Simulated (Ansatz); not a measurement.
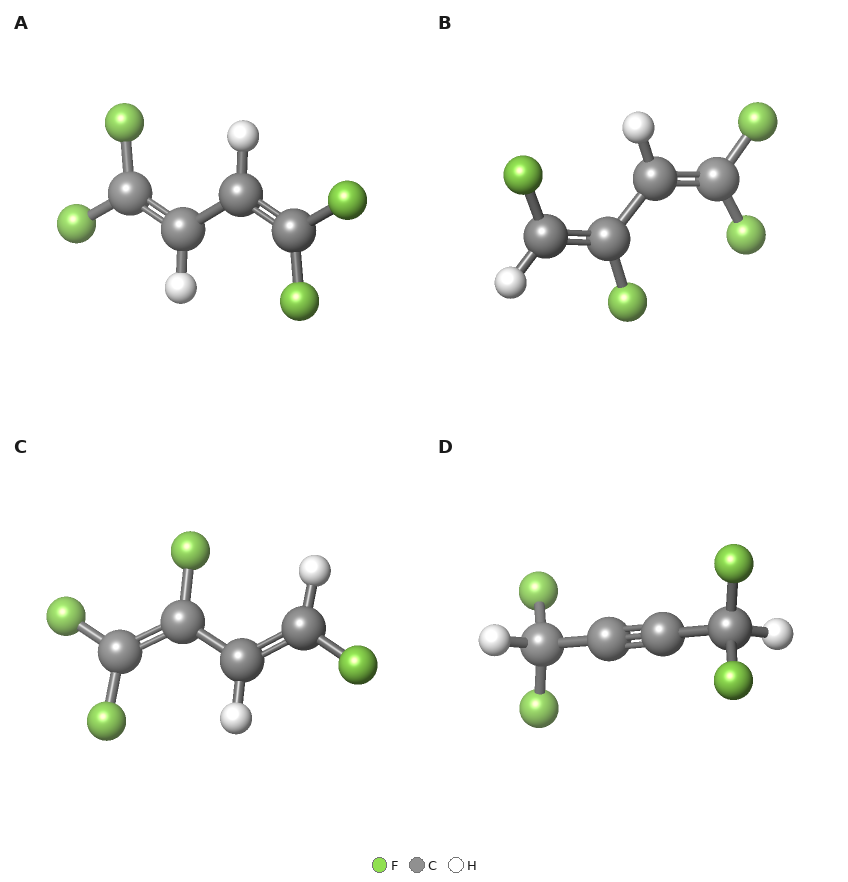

4 stationary structures of one formula. Geometries: PBE-D4/def2-SVP. Electronic energies: PBE-D4/def2-SVP (Ansatz 0.2.0), without zero-point energy. No frequency run is at hand to confirm each as a minimum. Each is one conformer, not always the lowest.

Question: How are they related?

Answer: They are constitutional isomers of C4H2F4: A `FC(F)=CC=C(F)F`, B `F/C=C(/F)C=C(F)F`, C `F/C=C/C(F)=C(F)F`, D `FC(F)C#CC(F)F`.

Question: Which structure is the most stable?

Answer: A is lowest; B lies 9.4 kcal/mol above it, C lies 12.5 kcal/mol above it, D lies 29.9 kcal/mol above it.
